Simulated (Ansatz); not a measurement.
# Al2F2H4O2: Born-Oppenheimer dynamics

Aim: follow Al2F2H4O2 for 30 steps at constant energy (700 K) and see how far bonds stretch and how energy moves between motion and potential.

Computed with Ansatz 0.2.0, Gaussian basis. Level: BLYP/6-31G* with D4 dispersion.

**1. Structure used throughout**

The geometry comes from an earlier relaxation with PBE0-D4 in a triple-zeta def2 set; it is a stationary point, not always the lowest conformer.

10 atoms, charge 0, spin multiplicity 1.

Atoms are counted from 1 here; the program's logs count them from 0.

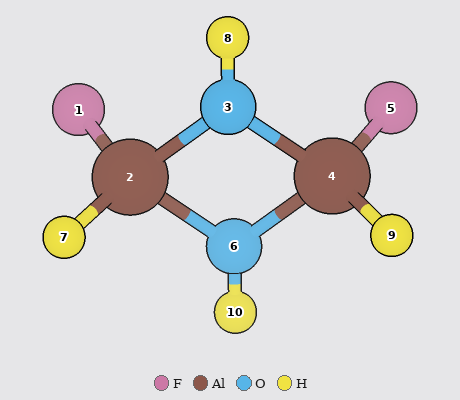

The structure; fluorine pink, aluminium brown, oxygen blue, hydrogen yellow; atoms are numbered from 1 in the order of the file.

**2. The run**

Input file in.yaml:

```yaml
crystal:
  periodic: [false, false, false]
  atoms:
    - {symbol: F, position_ang: [0.371249, -1.174799, -2.273283]}
    - {symbol: Al, position_ang: [0.953288, -0.580551, -0.844165]}
    - {symbol: O, position_ang: [-0.197901, -1.074057, 0.505683]}
    - {symbol: Al, position_ang: [-0.881221, 0.586024, 0.915665]}
    - {symbol: F, position_ang: [-2.467112, 0.630141, 0.449531]}
    - {symbol: O, position_ang: [0.276224, 1.076849, -0.425880]}
    - {symbol: H, position_ang: [2.488308, -0.709567, -0.541960]}
    - {symbol: H, position_ang: [-0.731484, -1.869345, 0.476629]}
    - {symbol: H, position_ang: [-0.488012, 1.183230, 2.313159]}
    - {symbol: H, position_ang: [0.676662, 1.932085, -0.575378]}
basis:
  gaussian: {orbitals: "6-31G*"}
hamiltonian: {xc: {name: BLYP}, dispersion: d4}
md: {timestep: 2 fs, n_steps: 30, ensemble: nve, temperature: 700, initial_velocities: maxwell_boltzmann, seed: 848}
```

On the command line:

```sh
> ansatz run in.yaml --threads 4 --pin off --events-out ev --progress --plain --max-ram 10444MiB
```

Output (excerpt; [...] marks lines left out):

```text
Functional definition: BLYP
  name "BLYP"
  cite "Becke, Phys. Rev. A 38, 3098 (1988) doi:10.1103/PhysRevA.38.3098"
  cite "Lee, Yang & Parr, Phys. Rev. B 37, 785 (1988) doi:10.1103/PhysRevB.37.785"
[...]
1118 factors; their error is unknown
[...]
mean field -22793.15984836 eV, -837.6331746685 hartree, gradient 2.0e-5 eV, S^2 0.000000; 0 other end points of the search recorded, 0 dependent functions left out
[...]
reference -22793.16026775 eV, -837.6331900808 hartree; 32, 32 occupied and 74, 74 virtual orbitals, 1118 factors
md step     0: t =     0.00 fs  T =   700.0 K  F+E_penalty+E_count = -22793.63007516 eV  E_kin = 0.723856 eV  conserved = -22792.90621917 eV  (26 SCF iters)
[...]
md step     7: t =    14.00 fs  T =   365.1 K  F+E_penalty+E_count = -22793.20387694 eV  E_kin = 0.377529 eV  conserved = -22792.82634831 eV  (27 SCF iters, 7 dispersion substeps)
[...]
md step    14: t =    28.00 fs  T =   285.8 K  F+E_penalty+E_count = -22793.12244198 eV  E_kin = 0.295589 eV  conserved = -22792.82685332 eV  (28 SCF iters, 7 dispersion substeps)
[...]
md step    21: t =    42.00 fs  T =   337.7 K  F+E_penalty+E_count = -22793.10143973 eV  E_kin = 0.349187 eV  conserved = -22792.75225318 eV  (29 SCF iters, 7 dispersion substeps)
[...]
md step    28: t =    56.00 fs  T =   458.5 K  F+E_penalty+E_count = -22793.32525136 eV  E_kin = 0.474096 eV  conserved = -22792.85115573 eV  (29 SCF iters, 7 dispersion substeps)
[...]
md step    29: t =    58.00 fs  T =   419.0 K  F+E_penalty+E_count = -22793.27147247 eV  E_kin = 0.433282 eV  conserved = -22792.83819017 eV  (28 SCF iters, 7 dispersion substeps)
[...]
md step    30: t =    60.00 fs  T =   373.9 K  F+E_penalty+E_count = -22793.27267438 eV  E_kin = 0.386605 eV  conserved = -22792.88606975 eV  (28 SCF iters, 7 dispersion substeps)
Total energy: -22793.27309091 eV, -837.6373362556 hartree
Atom 0 at     0.469272    -1.149680    -2.390474 Å, force    -0.042741     0.228875     0.709480 eV/Å
Atom 1 at     0.877005    -0.604417    -0.831624 Å, force     1.547721    -1.196717    -1.216092 eV/Å
Atom 2 at    -0.254952    -1.015950     0.539933 Å, force     0.595816    -0.358080     0.147037 eV/Å
Atom 3 at    -0.862341     0.628402     0.924399 Å, force    -0.981628     1.492177     0.929229 eV/Å
Atom 4 at    -2.513630     0.545034     0.497216 Å, force     0.746752     0.309458     0.243965 eV/Å
Atom 5 at     0.380830     1.049165    -0.404245 Å, force    -0.636246     0.919829    -0.084053 eV/Å
Atom 6 at     2.368312    -0.769769    -0.320003 Å, force     0.079629    -0.237456    -0.220734 eV/Å
Atom 7 at    -0.697940    -1.849336     0.635543 Å, force    -0.743345    -1.138385     0.273013 eV/Å
Atom 8 at    -0.306765     1.507901     2.216566 Å, force    -0.559516    -0.614384    -0.520688 eV/Å
Atom 9 at     0.392835     1.799861    -1.006113 Å, force    -0.006441     0.594683    -0.261157 eV/Å
Dipole moment:    -0.020595     0.022764     0.076112 e Å
```

Wall time 22 s (4 threads of Intel Xeon 6975P-C, shared host).

**3. Frames and traces**

One row in 2; energies are counted from the first frame:

```csv
time (fs),T (K),potential (meV),conserved (meV),Al2–O6 (Å)
0.0,700,0.0,0.00,1.839
4.0,547,199.7,41.99,1.887
8.0,530,186.3,10.17,1.941
12.0,408,355.1,53.05,1.987
16.0,484,243.7,20.82,2.029
20.0,403,376.1,68.83,2.057
24.0,405,348.1,43.54,2.076
28.0,286,507.6,79.37,2.082
32.0,297,486.2,69.80,2.074
36.0,287,506.8,79.39,2.050
40.0,376,412.5,77.89,2.015
44.0,413,355.2,57.92,1.971
48.0,483,300.4,75.53,1.918
52.0,545,189.1,29.21,1.862
56.0,458,304.8,55.06,1.810
60.0,374,357.4,20.15,1.779
```

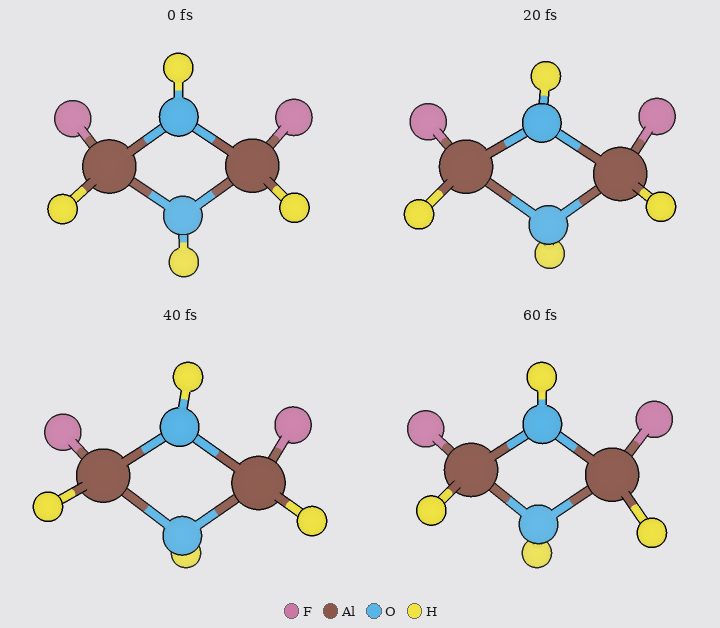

Four frames; sticks are those of the first frame.

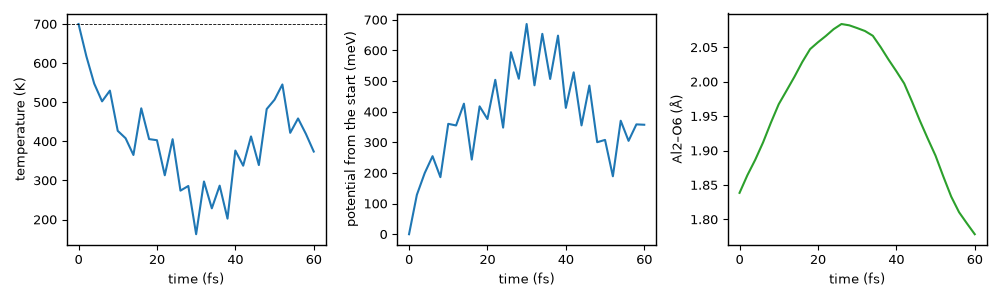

Temperature (the set value dashed), potential energy and the bond that swings most.

Positions (Å) and forces (eV/Å) at 60.0 fs:

```xyz
10

F     0.469   -1.150   -2.390   -0.043    0.229    0.709
Al    0.877   -0.604   -0.832    1.548   -1.197   -1.216
O    -0.255   -1.016    0.540    0.596   -0.358    0.147
Al   -0.862    0.628    0.924   -0.982    1.492    0.929
F    -2.514    0.545    0.497    0.747    0.309    0.244
O     0.381    1.049   -0.404   -0.636    0.920   -0.084
H     2.368   -0.770   -0.320    0.080   -0.237   -0.221
H    -0.698   -1.849    0.636   -0.743   -1.138    0.273
H    -0.307    1.508    2.217   -0.560   -0.614   -0.521
H     0.393    1.800   -1.006   -0.006    0.595   -0.261
```

**4. Results**

| quantity | value |
| --- | --- |
| length | 30 steps of 2.0 fs |
| temperature, first and last frame | 700, 374 K |
| temperature, second half | mean 366 K, from 162 to 545 K |
| swing of the potential | 686 meV |
| largest change of the conserved energy | 166.76 meV |
| range of Al2–O6 | 1.779 to 2.084 Å |

What this shows: The temperature starts at 700 K and ranges from 162 to 700 K; in so small a system it swings widely. The conserved energy moves by 166.76 meV, 24.3 % of the potential's swing: the step is long for the fastest motion. Al2–O6 swings most, by 0.31 Å; no bond breaks. A run of 60 fs gives no averages.
